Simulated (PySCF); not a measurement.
# CH9OPSi2: excited-state calculation

CH9OPSi2, computed with TDDFT PBE0/def2-SVPD, vertical, gas phase, core orbitals frozen in the response (PySCF 2.14.0).

The geometry comes from this level: GFN2-xTB.

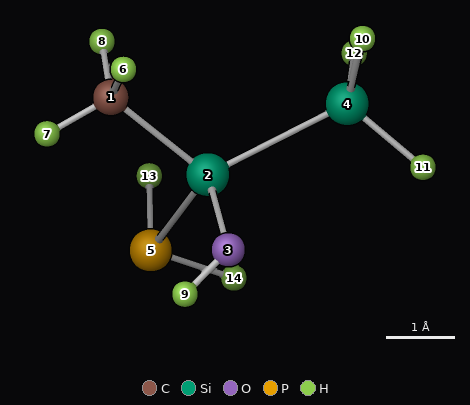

Fig. 1: The input geometry (ball-and-stick view, seen at a tilt; atoms are numbered from 1 in the order of the input).

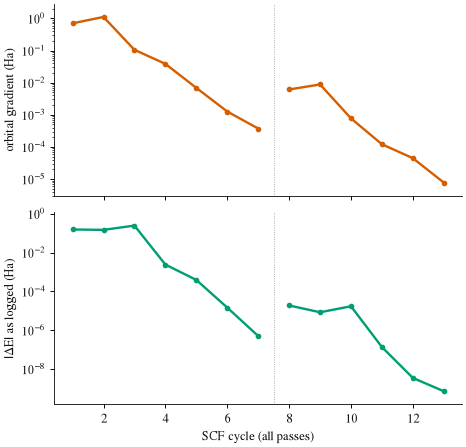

Fig. 2: Convergence of the self-consistent field: orbital gradient and size of the energy change against the SCF cycle. The dotted line marks the change from a coarse to the final integration grid. The first 7 cycles use a coarse grid, the final grid takes over at cycle 8, and the field converges after 13 cycles in all.

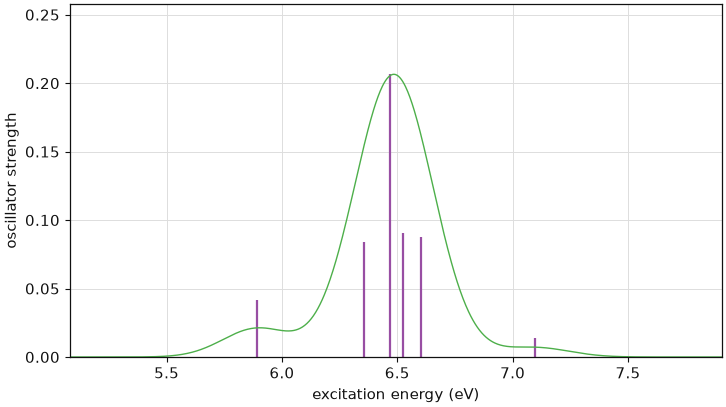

Fig. 3: Computed excitations as sticks (degenerate states added up, dark ones marked on the axis), with a Gaussian envelope of 0.35 eV full width at half maximum, scaled to the tallest. Of the 6 states the lowest lies at 5.89 eV (f = 0.042); the strongest line is at 6.47 eV, or 192 nm (f = 0.206).

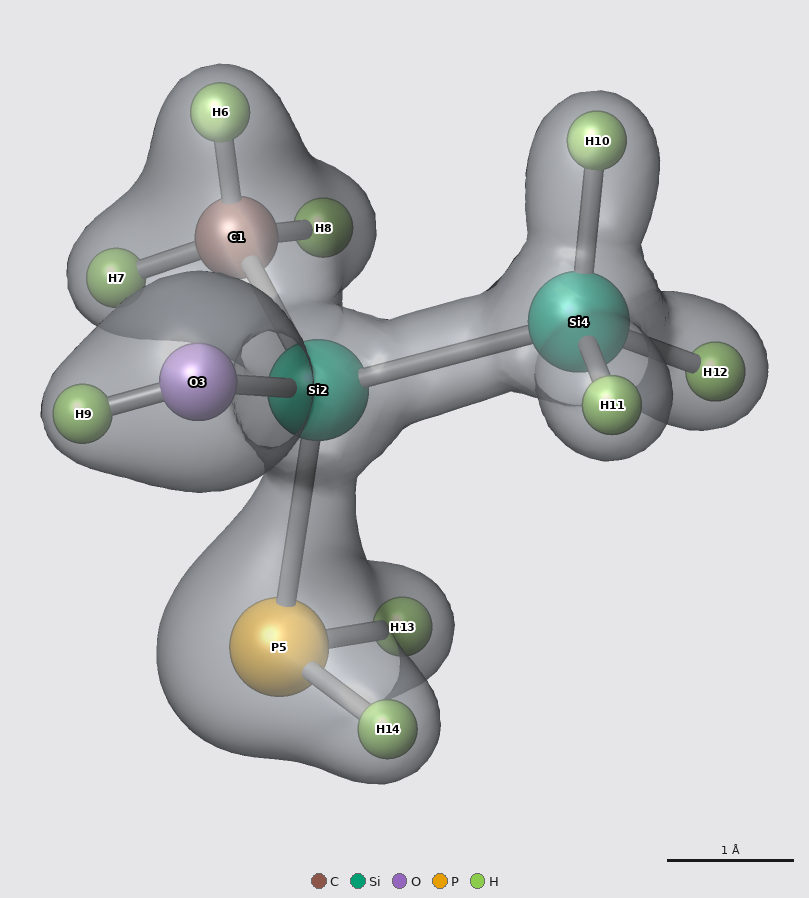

Fig. 4: Isosurface of the total electron density at 0.5 e/Å³ (grey), seen at a tilt. At this value the surface is in one piece. On the grid the lowest density along these lines, outside the cores, is 0.95 e/Å³ (Si–O, 1.64 Å), 0.75 e/Å³ (C–Si, 1.92 Å), 0.61 e/Å³ (Si–P, 2.27 Å) and 0.65 e/Å³ (Si–Si, 2.32 Å).

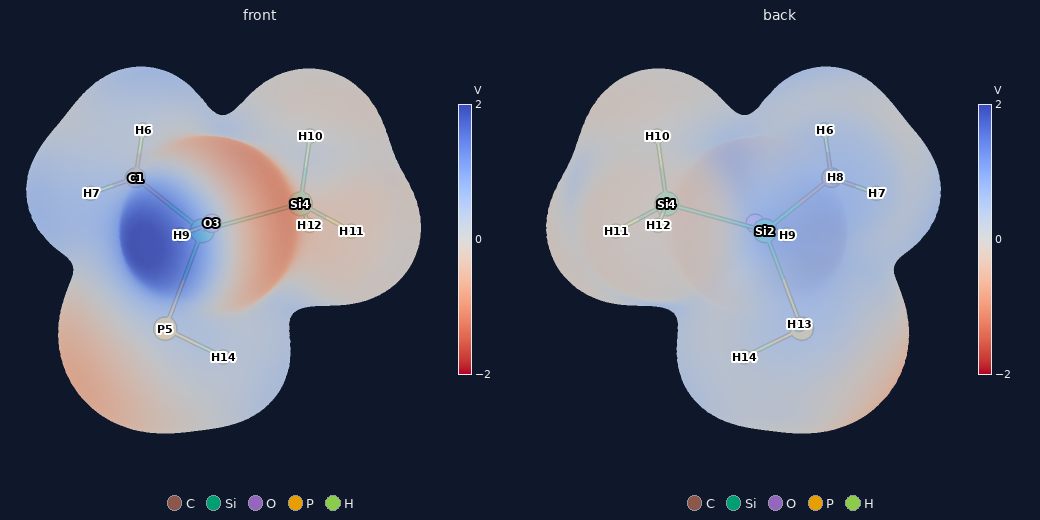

Fig. 5: The electrostatic potential painted on the density surface at 0.001 e/bohr³, seen at a tilt and from behind; red is negative and blue positive. A positive charge is drawn to the negative regions and a negative charge to the positive ones. Its dipole moment is 1.07 D.

The input that produced these results follows, with the program's output.

**The input**
```
{"job": {"kind": "uv", "xc": "PBE0", "basis": "def2-SVPD", "nstates": 6, "ntriplets": 2}, "charge": 0, "multiplicity": 1}
C     -1.646247     0.044490    -0.948311
Si    -0.210394    -0.138868     0.305855
O     -0.751985     0.155568     1.824206
Si     1.476535     1.447615     0.099009
P      0.318004    -2.344283     0.211166
H     -2.150194     0.999066    -0.826197
H     -2.388394    -0.741344    -0.822836
H     -1.287648    -0.010046    -1.971788
H     -1.409676    -0.392082     2.247769
H      0.943743     2.783084    -0.185587
H      2.306870     1.556982     1.301282
H      2.387623     1.114385    -1.004094
H      0.854229    -2.279530    -1.059475
H      1.556856    -2.195511     0.806835
```

The first line tells a small driver script what to run in PySCF; the rest is the geometry in Å.

Run as:
```bash
OMP_NUM_THREADS=1 python <driver script> task.json out
```

**The program's output**
```
coarse grid: 12624 points
cycle   1  E = -1038.0345339185  dE =  1.544e-01  |g| = 7.030e-01  |ddm| = 4.509e+00
cycle   2  E = -1037.8870700932  dE =  1.475e-01  |g| = 1.112e+00  |ddm| = 1.752e+00
cycle   3  E = -1038.1322053916  dE = -2.451e-01  |g| = 1.054e-01  |ddm| = 1.073e+00
cycle   4  E = -1038.1346109823  dE = -2.406e-03  |g| = 3.846e-02  |ddm| = 1.729e-01
cycle   5  E = -1038.1349997214  dE = -3.887e-04  |g| = 6.888e-03  |ddm| = 5.430e-02
cycle   6  E = -1038.1350143815  dE = -1.466e-05  |g| = 1.264e-03  |ddm| = 1.520e-02
cycle   7  E = -1038.1350148844  dE = -5.029e-07  |g| = 3.738e-04  |ddm| = 3.087e-03
final grid: 106544 points
cycle   8  E = -1038.2635390646  dE = -1.879e-05  |g| = 6.144e-03  |ddm| = 7.041e-02
cycle   9  E = -1038.2635306488  dE =  8.416e-06  |g| = 8.790e-03  |ddm| = 1.569e-02
cycle  10  E = -1038.2635477167  dE = -1.707e-05  |g| = 7.720e-04  |ddm| = 9.004e-03
cycle  11  E = -1038.2635478522  dE = -1.355e-07  |g| = 1.209e-04  |ddm| = 1.027e-03
cycle  12  E = -1038.2635478557  dE = -3.491e-09  |g| = 4.455e-05  |ddm| = 2.568e-04
cycle  13  E = -1038.2635478564  dE = -7.190e-10  |g| = 7.749e-06  |ddm| = 1.074e-04
converged SCF energy = -1038.2635478564

Static polarisability (au): isotropic 102.309, principal 86.753 99.504 120.670

Singlet excitations
state   eV       nm        f      main configurations
  1   5.8921    210.4   0.04174   H->L 0.75, H->L+1 0.20
  2   6.3540    195.1   0.08363   H->L+1 0.59, H->L+2 0.25, H->L 0.13
  3   6.4683    191.7   0.20646   H->L+2 0.55, H->L+3 0.25, H->L+1 0.14
  4   6.5232    190.1   0.09035   H-1->L 0.44, H->L+3 0.35
  5   6.6048    187.7   0.08752   H-1->L 0.51, H->L+3 0.25
  6   7.0949    174.8   0.01395   H-1->L+1 0.65, H->L+4 0.27

Triplet excitations (Tamm-Dancoff, eV): 4.9859 5.6707
```

**Results in brief**

| quantity | value |
| --- | --- |
| outcome | converged |
| total energy | −1038.263548 hartree |
| HOMO | −7.22 eV |
| LUMO | −0.29 eV |
| dipole moment | 1.07 D |
| mean polarisability | 102.31 a.u. |
| lowest singlet excitation | 5.89 eV |
| hardware | 1 CPU thread, shared host |
| wall time | 19 s |
| peak memory | 0.78 GiB |
